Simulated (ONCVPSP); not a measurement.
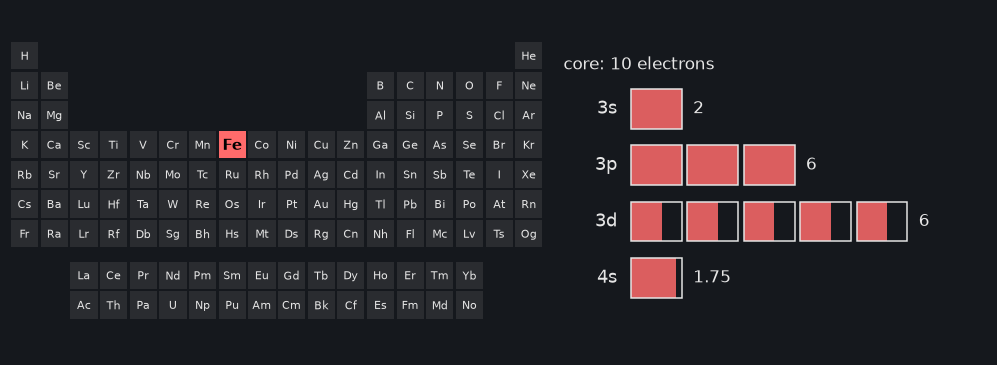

Fig. 1: Left, the place of iron in the periodic table; right, the valence shells of the reference configuration: a box for each of the 2l + 1 orbitals, shaded by the share of the shell that is filled, with the electron count at the right. The shells are those of the unaltered input.

Run report: Fe, pseudopotential generation

System: iron (Fe, Z = 26), core [Ne], reference valence 3s2 3p6 3d6 4s1.75 (an ion of charge +0.25), valence charge 16. (This line and the method describe the unaltered input from which the odd one was made.)
Method: ONCV potential, LDA (Perdew-Wang 92), fully relativistic, made with ONCVPSP 4.0.1.

### Input file
```
# ATOM AND REFERENCE CONFIGURATION
# atsym  z   nc   nv     iexc    psfile
  Fe 27.00    3    4  -001012      upf
#
#   n    l    f
    1    0    2.00
    2    0    2.00
    2    1    6.00
    3    0    2.00
    3    1    6.00
    3    2    6.00
    4    0    1.75
#
# PSEUDOPOTENTIAL AND OPTIMIZATION
# lmax
    2
#
#   l,   rc,      ep,       ncon, nbas, qcut
    0    1.25    0.00    4    8    9.20
    1    1.00    0.00    3    7   13.90
    2    1.00    0.00    4    9   17.60
#
# LOCAL POTENTIAL
# lloc, lpopt,  rc(5),   dvloc0
    2    5    1.00    0.00
#
# VANDERBILT-KLEINMAN-BYLANDER PROJECTORs
# l, nproj, debl
    0    2    3.90
    1    1    1.10
    2    0    2.40
#
# MODEL CORE CHARGE
# icmod, fcfact, rcfact
    3    1.75    1.60
#
# LOG DERIVATIVE ANALYSIS
# epsh1, epsh2, depsh
   -5.00    5.00    0.04
#
# OUTPUT GRID
# rlmax, drl
    6.00    0.01
#
# TEST CONFIGURATIONS
# ncnf
    4
# nvcnf
#   n    l    f
    4
    3    0    2.00
    3    1    6.00
    3    2    6.00
    4    0    2.00
#
    4
    3    0    2.00
    3    1    6.00
    3    2    6.00
    4    0    1.00
#
    4
    3    0    2.00
    3    1    6.00
    3    2    6.00
    4    0    0.00
#
    5
    3    0    2.00
    3    1    6.00
    3    2    6.00
    4    0    1.00
    4    1    1.00
#
```

Hardware: 1 CPU thread, shared host.

Command:
```bash
oncvpspr.x < Fe.dat > Fe.out
```

### The program's output (extracts)
```
ONCVPSP  (Optimized Norm-Conservinng Vanderbilt PSeudopotential)
relativistic version 4.0.1

#   n    l    f        energy (Ha)
    1    0    2.00    -2.7905862D+02
    2    0    2.00    -3.3663237D+01
    2    1    6.00    -2.8791454D+01    -2.9334659D+01
    3    0    2.00    -4.4121496D+00
    3    1    6.00    -3.0465946D+00    -3.1165252D+00
    3    2    6.00    -9.3940910D-01    -9.4734600D-01
    4    0    1.75    -6.2118016D-01

Reference configufation results
  iterations    22
  all-electron total energy (Ha)   -1.39009672D+03

Begin loop to  construct optimized pseudo wave functions
and semi-local pseudopoentials for all angular momenta

Calculating optimized projector #   1

 for l=   0

    Fraction of norm inside rc  0.935953
    Optimizing pswf for qcut=   9.21 a_B^-1,  ecut=  42.39 Ha
    Residual kinetic energy error=  1.29D-05 Ha

    Energy error per electron        Cutoff
         Ha          eV             Ha
         0.01000     0.27211       21.88
         0.00100     0.02721       31.00
         0.00010     0.00272       37.17
         0.00001     0.00027       45.15

Calculating optimized projector #   2

 for l=   0

    Fraction of norm inside rc  0.056598
    Optimizing pswf for qcut=   9.21 a_B^-1,  ecut=  42.39 Ha
    Residual kinetic energy error=  1.33D-05 Ha

    Energy error per electron        Cutoff
         Ha          eV             Ha
         0.01000     0.27211        9.64
         0.00100     0.02721       28.55
         0.00010     0.00272       36.57
         0.00001     0.00027       44.27

Calculating optimized projector #   1

 for l=   1

    Fraction of norm inside rc  0.755250
    Optimizing pswf for qcut=  13.91 a_B^-1,  ecut=  96.78 Ha
    Residual kinetic energy error=  2.23D-07 Ha

    Energy error per electron        Cutoff
         Ha          eV             Ha
         0.01000     0.27211       27.87
         0.00100     0.02721       35.43
         0.00010     0.00272       65.36
         0.00001     0.00027       78.86

Calculating optimized projector #   1

 for l=   1

    Fraction of norm inside rc  0.764783
    Optimizing pswf for qcut=  13.91 a_B^-1,  ecut=  96.78 Ha
    Residual kinetic energy error=  2.13D-07 Ha

    Energy error per electron        Cutoff
         Ha          eV             Ha
         0.01000     0.27211       28.46
         0.00100     0.02721       36.10
         0.00010     0.00272       63.75
         0.00001     0.00027       78.27

Calculating optimized projector #   1

 for l=   2

    Fraction of norm inside rc  0.614425
    Optimizing pswf for qcut=  17.59 a_B^-1,  ecut= 154.69 Ha
    Residual kinetic energy error=  5.63D-08 Ha

    Energy error per electron        Cutoff
         Ha          eV             Ha
         0.01000     0.27211       86.13
         0.00100     0.02721      105.26
         0.00010     0.00272      120.77
         0.00001     0.00027      133.08

Calculating optimized projector #   1

 for l=   2

    Fraction of norm inside rc  0.617803
    Optimizing pswf for qcut=  17.59 a_B^-1,  ecut= 154.69 Ha
    Residual kinetic energy error=  5.74D-08 Ha

    Energy error per electron        Cutoff
         Ha          eV             Ha
         0.01000     0.27211       86.31
         0.00100     0.02721      105.41
         0.00010     0.00272      120.89
         0.00001     0.00027      133.19

Construct Vanderbilt / Kleinmman-Bylander projectors

B matrix Hermiticity error, ll=  0  kap= -1
   1   2    4.8031D-04

  Orthonormal projector coefficients  2.8536E+01  4.5212E+00

 Orthonormal scalar projector coefficients, l =  1
  1.4634E+01  1.7036E-04

 Orthonormal spin-orbit projector coefficients, l =  1
  1.4652E-01 -3.4028E-02

 Orthonormal scalar projector coefficients, l =  2

 Orthonormal spin-orbit projector coefficients, l =  2

Model core correction analysis
  based on d2Exc/dn_idn_j

d2excae - all-electron derivatives

   -3.217642D-02   -3.019865D-02   -2.399181D-02   -2.681545D-03
   -3.019870D-02   -2.917590D-02   -2.352304D-02   -3.226022D-03
   -2.399192D-02   -2.352310D-02   -2.227124D-02   -6.812969D-03
   -2.681503D-03   -3.225887D-03   -6.811613D-03   -3.349303D-02

d2excps - pseudofunction derivatives with no core correction

   -4.739245D-02   -4.243868D-02   -3.607466D-02   -4.141321D-03
   -4.243895D-02   -4.110773D-02   -3.528157D-02   -4.388325D-03
   -3.607505D-02   -3.528176D-02   -3.211509D-02   -8.732982D-03
   -4.141389D-03   -4.388092D-03   -8.730889D-03   -3.757064D-02

rms 2nd derivative error    9.253131E-03

rmatch, rhocmatch    0.3850   58.0531

Teter function model core charge with specified parameters

d2excps - pseudofunction derivatives with core correction

   -4.125576D-02   -3.911735D-02   -3.322134D-02   -3.551127D-03
   -3.911734D-02   -3.877212D-02   -3.319103D-02   -4.087517D-03
   -3.322152D-02   -3.319121D-02   -3.021412D-02   -8.475438D-03
   -3.551047D-03   -4.087269D-03   -8.473334D-03   -3.751287D-02

rms 2nd derivative error    6.976252E-03

Pseudoatom total energy -145.218128

Diagnostic tests using Vanderbilt-Kleinman-Bylander pseudopotentials
  relativistic with J = L +/- 1/2 projectors

   l  kap   rcore       rmatch      e in        delta e    norm test   slope test

   0  -1   1.2509859   1.2889685  -4.4121496   0.0000030   1.0001848   1.0001747
   0  -1   1.2509859   1.2889685  -0.6211802   0.0000099   1.0000549   1.0000465

   1  -2   1.0025986   1.0330397  -3.0465946  -0.0000499   0.9999875   1.0000390
   1   1   1.0025986   1.0330397  -3.1165252  -0.0000115   0.9999966   1.0000039

   2  -3   1.0025986   1.0330397  -0.9394091  -0.0031654   1.0003813   0.9961492
   2   2   1.0025986   1.0330397  -0.9473460   0.0047715   0.9994220   1.0058000

Diagnostic tests using Vanderbilt-Kleinman-Bylander pseudopotentials
  relativistic with scalar and spin-orbit non-local projectors

   l  kap   rcore       rmatch      e in        delta e    norm test   slope test

   0  -1   1.2509859   1.2889685  -4.4121496   0.0000030   1.0001848   1.0001747
   0  -1   1.2509859   1.2889685  -0.6211802   0.0000099   1.0000549   1.0000465

   1  -2   1.0025986   1.0330397  -3.0465946  -0.0000798   0.9999906   1.0000300
   1   1   1.0025986   1.0330397  -3.1165252  -0.0000419   0.9999997   0.9999954

   2  -3   1.0025986   1.0330397  -0.9394091  -0.0031654   1.0003813   0.9961492
   2   2   1.0025986   1.0330397  -0.9473460   0.0047715   0.9994220   1.0058000

Ghost test for J = L + 1/2

 Testing for bound ghosts
   n   l    E NL Schr. Eq   E Basis Diag.   E Cutoff

   1   0       -4.412147       -4.412136    168.67
   2   0       -0.621170       -0.508976    168.67

   2   1       -3.046644       -3.046081    153.93

 Testing for highly-localized positive-energy ghosts
       l    <radius>/rc     E Basis Diag.   E Cutoff

       0        0.636657       10.039606    168.67  WARNING - GHOST(+)

Ghost test for J = L - 1/2

 Testing for bound ghosts
   n   l    E NL Schr. Eq   E Basis Diag.   E Cutoff

   1   0       -4.412147       -4.412136    168.67
   2   0       -0.621170       -0.508976    168.67

   2   1       -3.116537       -3.116042    153.93

 Testing for highly-localized positive-energy ghosts
       l    <radius>/rc     E Basis Diag.   E Cutoff

       0        0.636657       10.039606    168.67  WARNING - GHOST(+)

Test configuration 0

   n   l kap    f        eae           eps        diff
   1   0  -1  2.0000 -279.05861936
   2   0  -1  2.0000  -33.66323675
   2   1  -2  4.0000  -28.79145404
   2   1   1  2.0000  -29.33465946
   3   0  -1  2.0000   -4.41214961   -4.41214662    2.99E-06
   3   1  -2  4.0000   -3.04659455   -3.04664445   -4.99E-05
   3   1   1  2.0000   -3.11652516   -3.11653670   -1.15E-05
   3   2  -3  3.6000   -0.93940910   -0.94257451   -3.17E-03
   3   2   2  2.4000   -0.94734600   -0.94257451    4.77E-03
   4   0  -1  1.7500   -0.62118016   -0.62117031    9.86E-06

    Total energies and differences
      AE_ref= -1.39009672E+03  AE_tst= -1.39009672E+03  dif=  0.00E+00
      PS_ref= -1.45218128E+02  PS_tst= -1.45218128E+02  dif=  2.84E-14
      PSP excitation error= -2.84E-14

Test configuration 1

   n   l kap    f        eae           eps        diff
   1   0  -1  2.0000 -278.96163369
   2   0  -1  2.0000  -33.56815919
   2   1  -2  4.0000  -28.69621642
   2   1   1  2.0000  -29.23940411
   3   0  -1  2.0000   -4.31676263   -4.31673743    2.52E-05
   3   1  -2  4.0000   -2.95127001   -2.95133032   -6.03E-05
   3   1   1  2.0000   -3.02119746   -3.02121538   -1.79E-05
   3   2  -3  3.6000   -0.84520786   -0.84831549   -3.11E-03
   3   2   2  2.4000   -0.85312047   -0.84831549    4.80E-03
   4   0  -1  2.0000   -0.54346781   -0.54346136    6.46E-06

    Total energies and differences
      AE_ref= -1.39009672E+03  AE_tst= -1.39024226E+03  dif= -1.46E-01
      PS_ref= -1.45218128E+02  PS_tst= -1.45363670E+02  dif= -1.46E-01
      PSP excitation error= -2.19E-06

Test configuration 2

   n   l kap    f        eae           eps        diff
   1   0  -1  2.0000 -279.36816032
   2   0  -1  2.0000  -33.96580261
   2   1  -2  4.0000  -29.09460684
   2   1   1  2.0000  -29.63787766
   3   0  -1  2.0000   -4.71529828   -4.71542661   -1.28E-04
   3   1  -2  4.0000   -3.34942781   -3.34946131   -3.35E-05
   3   1   1  2.0000   -3.41938646   -3.41939693   -1.05E-05
   3   2  -3  3.6000   -1.23809075   -1.24148346   -3.39E-03
   3   2   2  2.4000   -1.24611436   -1.24148346    4.63E-03
   4   0  -1  1.0000   -0.86344154   -0.86342346    1.81E-05

    Total energies and differences
      AE_ref= -1.39009672E+03  AE_tst= -1.38954073E+03  dif=  5.56E-01
      PS_ref= -1.45218128E+02  PS_tst= -1.44662151E+02  dif=  5.56E-01
      PSP excitation error=  1.07E-05

Test configuration 3

   n   l kap    f        eae           eps        diff
   1   0  -1  2.0000 -279.81880562
   2   0  -1  2.0000  -34.40391420
   2   1  -2  4.0000  -29.53376980
   2   1   1  2.0000  -30.07715855
   3   0  -1  2.0000   -5.15373898   -5.15420799   -4.69E-04
   3   1  -2  4.0000   -3.78709456   -3.78716744   -7.29E-05
   3   1   1  2.0000   -3.85713769   -3.85721639   -7.87E-05
   3   2  -3  3.6000   -1.66802417   -1.67189362   -3.87E-03
   3   2   2  2.4000   -1.67620145   -1.67189362    4.31E-03
   4   0  -1  0.0000   -1.19257358   -1.19257358    0.00E+00

    Total energies and differences
      AE_ref= -1.39009672E+03  AE_tst= -1.38851148E+03  dif=  1.59E+00
      PS_ref= -1.45218128E+02  PS_tst= -1.43632925E+02  dif=  1.59E+00
      PSP excitation error=  3.32E-05

Test configuration 4

   n   l kap    f        eae           eps        diff
   1   0  -1  2.0000 -279.01790621
   2   0  -1  2.0000  -33.62229328
   2   1  -2  4.0000  -28.75030106
   2   1   1  2.0000  -29.29349687
   3   0  -1  2.0000   -4.37253481   -4.37291542   -3.81E-04
   3   1  -2  4.0000   -3.00681334   -3.00712491   -3.12E-04
   3   1   1  2.0000   -3.07675103   -3.07704091   -2.90E-04
   3   2  -3  3.6000   -0.89858837   -0.90201218   -3.42E-03
   3   2   2  2.4000   -0.90654247   -0.90201218    4.53E-03
   4   0  -1  1.0000   -0.57526980   -0.57535601   -8.62E-05
   4   1  -2  0.6667   -0.34980316   -0.34963334    1.70E-04
   4   1   1  0.3333   -0.35444634   -0.35420341    2.43E-04

    Total energies and differences
      AE_ref= -1.39009672E+03  AE_tst= -1.39002094E+03  dif=  7.58E-02
      PS_ref= -1.45218128E+02  PS_tst= -1.45142086E+02  dif=  7.60E-02
      PSP excitation error= -2.64E-04
```

### Outcome

```
                        quantity                   value
                         outcome               generated
    ghost flags of the generator  0 GHOST(-), 2 GHOST(+)
largest excitation error printed                 7.2 meV
                       wall time                   2.7 s
```

### What is odd here

The input is odd on purpose: z changed by +1 with the same occupations. The program ran to the end. The all-electron total energy moves by −120 Ha against the unaltered input (−1270.1567 Ha), so the atom computed isn't the one that the system line describes.
